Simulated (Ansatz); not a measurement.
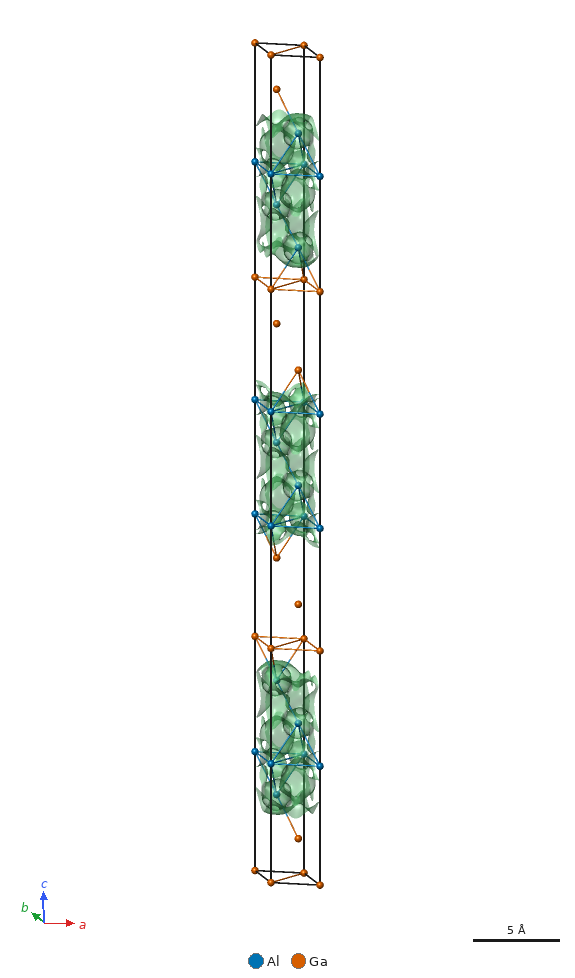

The picture shows: Al4Ga3. Isosurface of the ELF at 0.55 (green), seen slightly off an axis. Only the valence region is drawn (cores and ρ < 0.01 e/Å³ removed). Sticks mark near contacts.

Space group R-3m; a generated structure, not necessarily the stable one; computed without spin polarisation.

The calculation used DFT PBE, scalar-relativistic, plane waves, PAW (Ansatz).

In a PAW calculation such maps are meaningful between the atoms, not at the nuclei.

The calculation's input:

```
crystal:
  lattice:
    - [1.456507882, 0.8409152178, 16.6357186477]
    - [-1.456507882, 0.8409152178, 16.6357186477]
    - [0.0, -1.6818304355, 16.6357186477]
  atoms:
    - { symbol: Al, position: [0.4310169563, 0.4310169563, 0.4310169563] }
    - { symbol: Al, position: [0.1436463565, 0.1436463565, 0.1436463565] }
    - { symbol: Al, position: [0.8563536435, 0.8563536435, 0.8563536435] }
    - { symbol: Al, position: [0.5689830437, 0.5689830437, 0.5689830437] }
    - { symbol: Ga, position: [0.71698033, 0.71698033, 0.71698033] }
    - { symbol: Ga, position: [0.0, 0.0, 0.0] }
    - { symbol: Ga, position: [0.28301967, 0.28301967, 0.28301967] }
basis:
  ecutwfc: 420
kpoints:
  mp_grid: { grid: [12, 12, 12] }
  band_path:
    path:
      - [[0.0, 0.0, 0.0], [0.5, 0.5, 0.5], [0.83162988, 0.16837012, 0.5]]
      - [[0.5, -0.16837012, 0.16837012], [0.5, 0.0, 0.0], [0.0, 0.0, 0.0], [0.33418506, -0.33418506, 0.0]]
      - [[0.66581494, 0.0, 0.33418506], [0.5, 0.0, 0.5], [0.0, 0.0, 0.0]]
    npoints: 14
hamiltonian:
  xc: pbe
scf:
  occupations: { method: gaussian, width: 0.1 }
  n_extra_bands: 17
output:
  forces: true
  stress: true
  eigenvalues: true
  populations: true
  dos: { projected: true, de: 0.02, nscf_kmesh: { grid: [15, 15, 15] } }
  bader: true
  write_density: true
  write_potential: true
  elf: true
  volumetric_format: npy
```

Launched as:

```sh
ansatz run input.yaml --threads 1 --pin off --max-ram 2560MiB --backend cpu --events-out ev --progress --plain --runs-dir out
```

Below, planes, directions and counts refer to the conventional cell (a = 2.91 Å, b = 2.91 Å, c = 49.91 Å, α = 90.00°, β = 90.00°, γ = 120.00°).

> Where are the electrons localised?

The surface consists of sheets that run through the cell in two directions, counted in one cell of 21 atoms. Regions shared between cells count once.

Values along the shortest contacts:
Al–Al (2.84 Å): the ELF peaks at about 0.65 between the atoms. Al–Ga (2.90 Å): the ELF is about 0.45 at the midpoint.
